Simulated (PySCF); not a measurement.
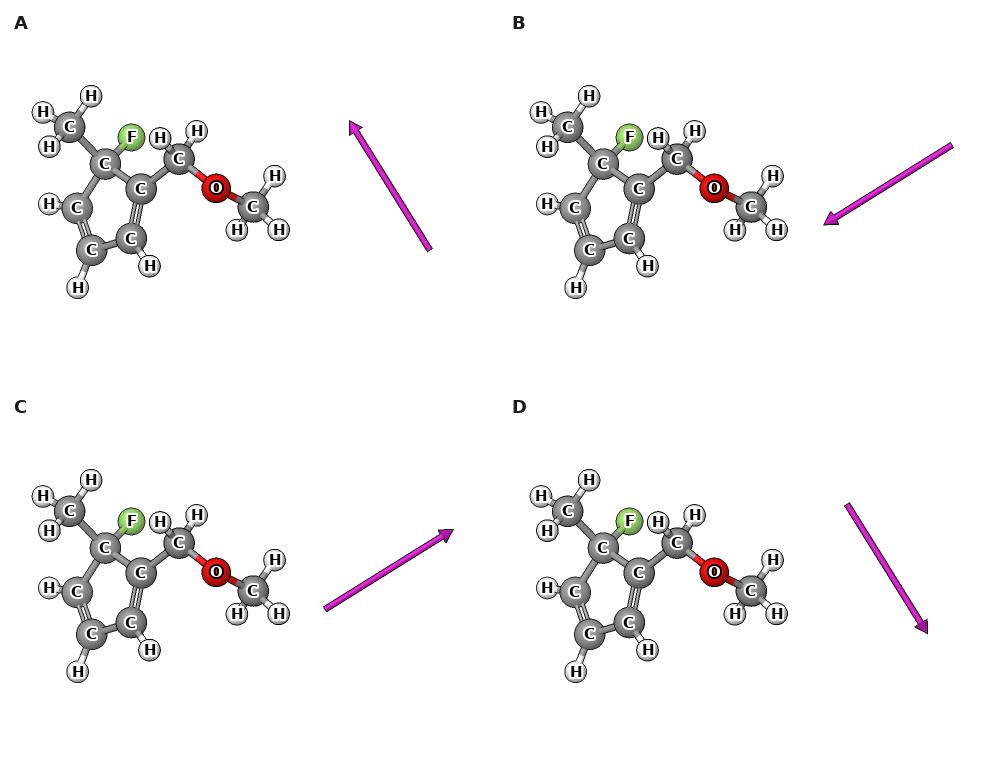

The same molecule four times, each with an arrow. The geometry was computed by an optimisation with GFN2-xTB. No frequency run is at hand to confirm it as a minimum. Level of theory: PBE0/pcSseg-1, gas phase (PySCF 2.14.0).

### Which arrow points along the dipole moment, from the negative to the positive end?

B. The dipole moment is 0.94 D.
